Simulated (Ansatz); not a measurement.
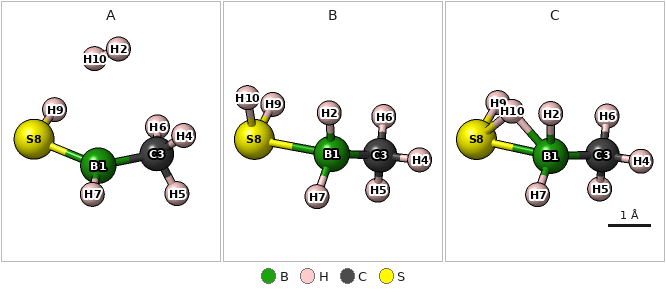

3 geometries from a converged minimum-energy path of CH$_{7}$BS, shuffled. A ball-and-stick model, seen from a free direction.

Theory: Ansatz, RKS r2SCANh-D4/cc-pVDZ. Settings: 9 movable images; climbing image; force threshold 0.05 eV/Å; iteration limit 60; starting path through a guess of the saddle point.

Which frame is the top of the path?

Answer. C. In order along the path, whose images run from 0 to 10: B (image 2, +0.12 eV), C (image 4, +0.50 eV), A (image 10, −0.47 eV). Breaking: B1–H2 (1.22 → 1.29 at the top → 3.59 Å), S8–H10 (1.35 → 1.59 at the top → 3.40 Å). Forming: H2–H10 (2.78 → 1.15 at the top → 0.76 Å).

Cost: 4.2 min on 2 threads of Arm Neoverse V1, with other jobs on the host, peak memory 0.19 GiB.
